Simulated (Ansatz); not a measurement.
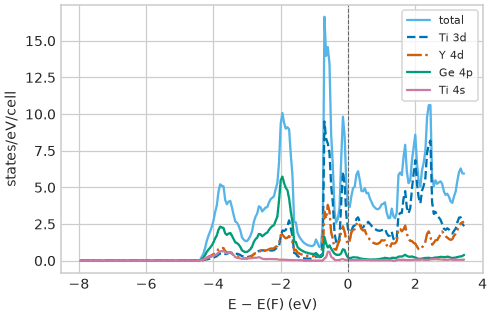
Figure: Total and projected density of states of YTiGe in space group P4/nmm (No. 129; Y on 2c, Ge on 2c, Ti on 2a), r²SCAN (plane waves, PAW; program Ansatz)

Task: Which orbitals carry the states next to the Fermi level?

Result: Within 0.5 eV of the Fermi level: Ti 3d 53 %, Y 4d 34 %, Ge 4p 7 %. Projections are on Löwdin-orthogonalised atomic valence shells; empty p or d shells of many metals are not among them.

Task: Where is the tallest occupied peak in this window, and what makes it?

Result: Near -0.7 eV, about 17 states/eV per cell; the largest projected share is Ti 3d.

The workflow started from an entry of the Crystallography Open Database (COD), which files this formula under 2 space groups. Its standing as an ambient phase is unchecked. The r²SCAN relaxation kept the symmetry of its start; its stability against distortions is not shown here. The run is not spin-polarised. Scalar-relativistic: spin–orbit coupling is off unless named, which matters more the heavier the elements.

Potentials: the later of the program's two PAW sets.
